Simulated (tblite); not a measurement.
# CH₃BCl₄Ge: geometry relaxation

System: CH₃BCl₄Ge.
Method: GFN2-xTB geometry optimisation, gas phase (tblite 0.8.0).

It belongs to a series of runs on one base structure; here: H on Ge replaced by CHCl2.

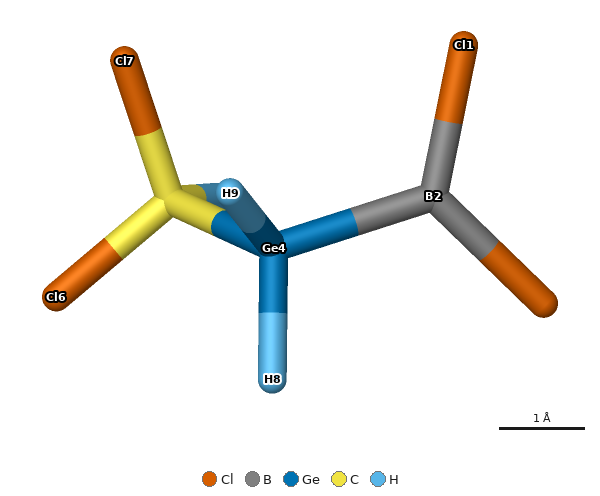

**Figure 1.** The starting structure (stick view, seen at a tilt; atoms are numbered from 1 in the order of the input). Sticks mark near contacts.

**The input**
```
{"job": {"kind": "relax", "xc": "GFN2-xTB", "basis": "xTB"}, "charge": 0, "multiplicity": 1}
Cl     1.762000     2.386300    -0.093800
B      1.757000     0.567500    -0.204100
Cl     3.144200    -0.396900    -0.957200
Ge     0.194100    -0.415700     0.574200
C     -1.440100    -0.144300    -0.448000
Cl    -2.477600    -1.541900    -0.144400
Cl    -2.183800     1.360000     0.173300
H      0.521400    -1.934800     0.598800
H     -0.080300     0.128100     1.992900
H     -1.188000    -0.003600    -1.514200
```

The first line tells a small driver script what to run in tblite; the rest is the geometry in Å.

Run on 1 CPU thread, shared host.

Launch command:
```bash
OMP_NUM_THREADS=1 python <driver script> task.json out
```

**The program's output**
```
step      E/eV     max force
  0    -681.82969    2.192
  1    -682.04318    1.730
  2    -682.25086    1.071
  3    -682.28026    0.456
  4    -682.30486    0.293
  5    -682.32089    0.331
  6    -682.32746    0.305
  7    -682.33621    0.183
  8    -682.34226    0.199
  9    -682.34860    0.203
 10    -682.35250    0.199
 11    -682.35442    0.123
 12    -682.35519    0.072
 13    -682.35564    0.069
 14    -682.35616    0.068
 15    -682.35684    0.095
 16    -682.35747    0.084
 17    -682.35794    0.066
 18    -682.35837    0.072
 19    -682.35900    0.084
 20    -682.36005    0.134
 21    -682.36176    0.194
 22    -682.36392    0.200
 23    -682.36586    0.138
 24    -682.36735    0.113
 25    -682.36856    0.113
 26    -682.36983    0.133
 27    -682.37117    0.137
 28    -682.37223    0.093
 29    -682.37290    0.077
 30    -682.37342    0.075
 31    -682.37418    0.089
 32    -682.37543    0.114
 33    -682.37709    0.127
 34    -682.37843    0.090
 35    -682.37917    0.053
 36    -682.37977    0.069
 37    -682.38050    0.084
 38    -682.38140    0.104
 39    -682.38227    0.080
 40    -682.38294    0.057
 41    -682.38336    0.052
 42    -682.38369    0.059
 43    -682.38412    0.045
 44    -682.38448    0.052
 45    -682.38488    0.055
 46    -682.38552    0.067
 47    -682.38639    0.084
 48    -682.38725    0.081
 49    -682.38785    0.052
 50    -682.38815    0.050
 51    -682.38843    0.048
 52    -682.38892    0.057
 53    -682.38940    0.067
 54    -682.38971    0.049
 55    -682.38987    0.031
 56    -682.39001    0.030
 57    -682.39018    0.041
 58    -682.39035    0.042
 59    -682.39046    0.028
 60    -682.39052    0.021
 61    -682.39057    0.025
 62    -682.39067    0.040
 63    -682.39085    0.061
 64    -682.39113    0.071
 65    -682.39142    0.059
 66    -682.39164    0.038
 67    -682.39179    0.037
 68    -682.39199    0.052
 69    -682.39230    0.067
 70    -682.39264    0.060
 71    -682.39285    0.032
 72    -682.39292    0.019
 73    -682.39295    0.024
 74    -682.39298    0.021
 75    -682.39307    0.015
 76    -682.39313    0.020
 77    -682.39321    0.026
 78    -682.39331    0.027
 79    -682.39347    0.029
 80    -682.39364    0.034
 81    -682.39377    0.030
 82    -682.39386    0.027
 83    -682.39400    0.028
 84    -682.39419    0.038
 85    -682.39449    0.058
 86    -682.39483    0.062
 87    -682.39512    0.041
 88    -682.39537    0.037
 89    -682.39564    0.042
 90    -682.39579    0.082
 91    -682.39628    0.067
 92    -682.39669    0.050
 93    -682.39731    0.050
 94    -682.39752    0.050
 95    -682.39784    0.046
 96    -682.39822    0.071
 97    -682.39824    0.116
 98    -682.39925    0.073
 99    -682.40009    0.087
100    -682.40007    0.246
101    -682.40188    0.078
102    -682.40275    0.057
103    -682.40221    0.230
104    -682.40375    0.034
105    -682.40416    0.027
106    -682.40464    0.111
107    -682.40494    0.021
108    -682.40501    0.026
109    -682.40504    0.021
110    -682.40507    0.022
111    -682.40510    0.017
112    -682.40514    0.014
113    -682.40518    0.020
114    -682.40524    0.030
115    -682.40532    0.036
116    -682.40542    0.034
117    -682.40554    0.027
118    -682.40567    0.016
119    -682.40583    0.025
120    -682.40132    0.321
121    -682.40594    0.028
122    -682.40600    0.022
123    -682.40616    0.028
124    -682.40619    0.005
```

**Trajectory as extended XYZ (Å, eV, eV/Å), 10 of the 125 frames kept, from step=0 to step=124**
```
10
Properties=species:S:1:pos:R:3:forces:R:3 step=0 energy=-681.82969
Cl    1.7620    2.3863   -0.0938    0.2410  -1.9890  -0.2760
B     1.7570    0.5675   -0.2041    1.4460   0.9080  -0.6980
Cl    3.1442   -0.3969   -0.9572   -1.5200   1.3530   0.8140
Ge    0.1941   -0.4157    0.5742    1.1250  -0.5080   1.1560
C    -1.4401   -0.1443   -0.4480   -0.1740   0.3110  -0.2480
Cl   -2.4776   -1.5419   -0.1444   -0.0660   0.2690  -0.3560
Cl   -2.1838    1.3600    0.1733    0.0770  -0.3220  -0.3450
H     0.5214   -1.9348    0.5988   -0.3450   0.6330   0.1340
H    -0.0803    0.1281    1.9929   -0.0280  -0.4620  -0.5280
H    -1.1880   -0.0036   -1.5142   -0.7550  -0.1920   0.3470
10
Properties=species:S:1:pos:R:3:forces:R:3 step=14 energy=-682.35616
Cl    1.8497    2.3068   -0.1715   -0.0200   0.0300   0.0060
B     1.8316    0.6069   -0.1970   -0.0220   0.0280   0.0030
Cl    3.0984   -0.2380   -0.9556    0.0170  -0.0270  -0.0180
Ge    0.2719   -0.4222    0.6238   -0.0490  -0.0400   0.0240
C    -1.4181   -0.1449   -0.4362    0.0210  -0.0010   0.0140
Cl   -2.5059   -1.5119   -0.1830    0.0150   0.0570   0.0290
Cl   -2.1615    1.3573    0.1329    0.0380  -0.0240  -0.0250
H     0.4571   -1.9127    0.6714    0.0080   0.0360  -0.0120
H    -0.1238    0.0043    2.0049   -0.0180  -0.0390  -0.0350
H    -1.2905   -0.0410   -1.5122    0.0100  -0.0190   0.0130
10
Properties=species:S:1:pos:R:3:forces:R:3 step=28 energy=-682.37223
Cl    1.7815    2.3457   -0.1748   -0.0190  -0.0190   0.0340
B     1.7956    0.6473   -0.1580    0.0330  -0.0120  -0.0270
Cl    3.0357   -0.1974   -0.9745   -0.0270   0.0330   0.0280
Ge    0.2793   -0.4538    0.6523   -0.0180   0.0390  -0.0830
C    -1.3757   -0.1557   -0.4393    0.0030   0.0220  -0.0100
Cl   -2.5453   -1.4150   -0.0442   -0.0160   0.0510  -0.0170
Cl   -1.9906    1.4410    0.0200   -0.0020  -0.0180  -0.0090
H     0.5211   -1.9324    0.5977   -0.0020  -0.0220   0.0180
H    -0.2284   -0.1341    2.0202    0.0520  -0.0060   0.0450
H    -1.2643   -0.1411   -1.5219   -0.0030  -0.0680   0.0220
10
Properties=species:S:1:pos:R:3:forces:R:3 step=41 energy=-682.38336
Cl    1.7211    2.3605   -0.1018   -0.0120   0.0110   0.0220
B     1.7676    0.6643   -0.1540    0.0110  -0.0050   0.0200
Cl    3.0331   -0.1249   -0.9769    0.0420  -0.0050  -0.0310
Ge    0.2795   -0.4823    0.6383    0.0060  -0.0070   0.0270
C    -1.3798   -0.1725   -0.4383   -0.0270  -0.0010  -0.0080
Cl   -2.6418   -1.3097    0.0345    0.0290   0.0260   0.0170
Cl   -1.8887    1.4943   -0.1152    0.0120  -0.0330   0.0030
H     0.5416   -1.9597    0.5660   -0.0230   0.0100  -0.0100
H    -0.1638   -0.2040    2.0408   -0.0180   0.0180  -0.0330
H    -1.2599   -0.2612   -1.5161   -0.0210  -0.0150  -0.0070
10
Properties=species:S:1:pos:R:3:forces:R:3 step=55 energy=-682.38987
Cl    1.6883    2.3456    0.0190    0.0150   0.0210   0.0180
B     1.7849    0.6574   -0.1463    0.0070   0.0150  -0.0180
Cl    3.0825   -0.0355   -1.0062   -0.0170  -0.0170   0.0060
Ge    0.2864   -0.5052    0.6040    0.0180  -0.0070   0.0040
C    -1.3846   -0.1906   -0.4510    0.0110  -0.0030  -0.0080
Cl   -2.6634   -1.2426    0.1535    0.0070   0.0100  -0.0060
Cl   -1.8163    1.5098   -0.2146   -0.0210   0.0040  -0.0120
H     0.5020   -1.9888    0.5476    0.0140  -0.0200   0.0050
H    -0.1583   -0.1885    1.9952   -0.0050   0.0010   0.0130
H    -1.3125   -0.3569   -1.5237   -0.0280  -0.0030  -0.0020
10
Properties=species:S:1:pos:R:3:forces:R:3 step=69 energy=-682.39230
Cl    1.7475    2.3573    0.1045    0.0030  -0.0370   0.0100
B     1.7910    0.6731   -0.1342   -0.0340   0.0580   0.0050
Cl    3.0576   -0.0238   -1.0302    0.0290  -0.0200  -0.0280
Ge    0.2857   -0.4995    0.5888   -0.0050   0.0100   0.0090
C    -1.3954   -0.2058   -0.4623   -0.0030   0.0410   0.0110
Cl   -2.6723   -1.2153    0.2099   -0.0070  -0.0230  -0.0010
Cl   -1.8143    1.5087   -0.2847    0.0220  -0.0340  -0.0110
H     0.5299   -1.9806    0.5350   -0.0110   0.0030  -0.0090
H    -0.1696   -0.1952    1.9798   -0.0030   0.0060   0.0140
H    -1.3513   -0.4142   -1.5289    0.0080  -0.0040   0.0010
10
Properties=species:S:1:pos:R:3:forces:R:3 step=83 energy=-682.39400
Cl    1.8168    2.3561    0.1838   -0.0150  -0.0160   0.0110
B     1.7898    0.6863   -0.1271    0.0150  -0.0100  -0.0120
Cl    3.0090   -0.0188   -1.0873   -0.0050   0.0050  -0.0140
Ge    0.2811   -0.4842    0.5950    0.0000   0.0160  -0.0010
C    -1.3955   -0.2149   -0.4673   -0.0080  -0.0080  -0.0030
Cl   -2.6651   -1.2254    0.2246    0.0090   0.0140  -0.0220
Cl   -1.8275    1.4969   -0.3324    0.0020   0.0010  -0.0050
H     0.5171   -1.9655    0.5309    0.0170  -0.0020   0.0170
H    -0.1734   -0.1754    1.9860   -0.0110  -0.0040   0.0000
H    -1.3433   -0.4504   -1.5288   -0.0040   0.0050   0.0270
10
Properties=species:S:1:pos:R:3:forces:R:3 step=96 energy=-682.39822
Cl    1.9393    2.2993    0.4274   -0.0040  -0.0120   0.0030
B     1.7755    0.6938   -0.1080   -0.0020   0.0620   0.0350
Cl    2.8126    0.0932   -1.3164   -0.0080  -0.0220  -0.0180
Ge    0.2772   -0.4747    0.6354    0.0120  -0.0080  -0.0210
C    -1.3680   -0.2397   -0.4848   -0.0190  -0.0360   0.0220
Cl   -2.6720   -1.1647    0.2609   -0.0040   0.0000  -0.0250
Cl   -1.7839    1.4809   -0.5241    0.0310   0.0090   0.0170
H     0.5184   -1.9563    0.5868   -0.0050  -0.0030   0.0220
H    -0.2004   -0.1545    2.0180    0.0050   0.0110  -0.0430
H    -1.2898   -0.5727   -1.5178   -0.0070  -0.0010   0.0070
10
Properties=species:S:1:pos:R:3:forces:R:3 step=110 energy=-682.40507
Cl    2.1571    2.1845    0.6380    0.0010  -0.0110  -0.0060
B     1.7482    0.7114   -0.1009    0.0130   0.0000  -0.0090
Cl    2.5029    0.2467   -1.5579   -0.0110   0.0090   0.0170
Ge    0.2710   -0.4641    0.6745    0.0010  -0.0020   0.0010
C    -1.3339   -0.2938   -0.5086   -0.0030   0.0050  -0.0030
Cl   -2.6840   -1.1777    0.1975    0.0060   0.0020   0.0020
Cl   -1.7092    1.4394   -0.5907   -0.0070  -0.0030  -0.0070
H     0.5295   -1.9425    0.7431   -0.0020   0.0020  -0.0020
H    -0.2504   -0.0562    2.0153    0.0000  -0.0020   0.0020
H    -1.2224   -0.6430   -1.5329    0.0020   0.0000   0.0040
10
Properties=species:S:1:pos:R:3:forces:R:3 step=124 energy=-682.40619
Cl    2.3170    2.0833    0.7555   -0.0020  -0.0040  -0.0010
B     1.7435    0.7264   -0.0891    0.0010   0.0030   0.0010
Cl    2.3365    0.3790   -1.6486   -0.0020  -0.0010   0.0010
Ge    0.2634   -0.4460    0.6870    0.0010   0.0000  -0.0030
C    -1.3247   -0.3196   -0.5227   -0.0030   0.0000  -0.0030
Cl   -2.6860   -1.1647    0.2099    0.0000   0.0000   0.0020
Cl   -1.6965    1.4076   -0.6961    0.0010   0.0000   0.0010
H     0.5301   -1.9208    0.7915    0.0010   0.0000   0.0000
H    -0.2719   -0.0214    2.0171   -0.0010   0.0020   0.0030
H    -1.2024   -0.7191   -1.5271    0.0030   0.0000   0.0010
```

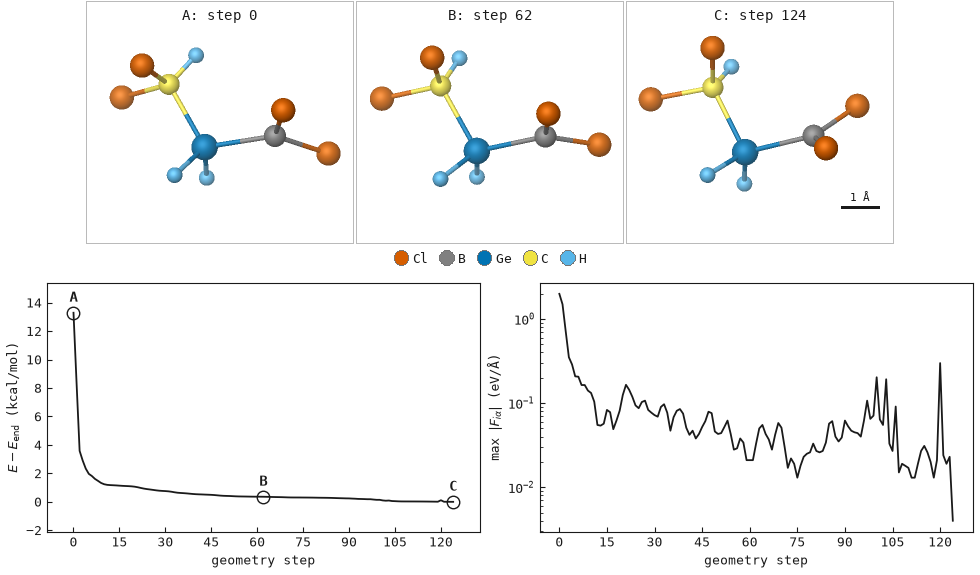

**Figure 2.** Frames of the relaxation (ball-and-stick view, seen at a tilt) above the curves, on which the letters mark them (steps are counted from 0).

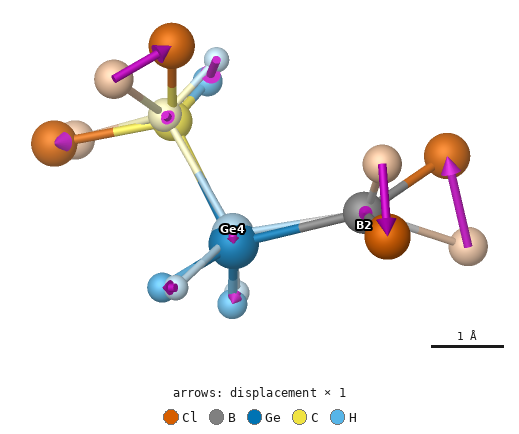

**Figure 3.** Start (faint) and end (solid) with the displacements as pink arrows, at true length (ball-and-stick view, seen at a tilt). The two geometries are laid on each other by the best rigid fit. The largest move after the best rigid fit is that of Cl3, 1.34 Å. Largest moves by element: Cl 1.34 Å, H 0.73 Å, C 0.23 Å, B 0.20 Å, Ge 0.14 Å. Among the contacts that change: B2–Cl3 1.850 → 1.704 Å, Cl1–B2 1.822 → 1.698 Å, Ge4–C5 1.947 → 2.000 Å, Ge4–H8 1.554 → 1.502 Å. Among the angles that change: B2–Ge4–H8 108.8° → 117.5°, Ge4–C5–H10 109.5° → 116.5°, B2–Ge4–H9 108.8° → 115.8°. Over 124 geometry steps the energy falls by 13.3 kcal/mol. Largest force component: 2 eV/Å at the start, 0.004 eV/Å at the end. (Atoms are counted from 1 in the order of the input.)

**Summary**

```json
{"quantity": "outcome", "value": "converged"}
{"quantity": "total energy", "value": "−682.4062 eV"}
{"quantity": "wall time", "value": "1.8 s"}
{"quantity": "peak memory", "value": "0.18 GiB"}
```
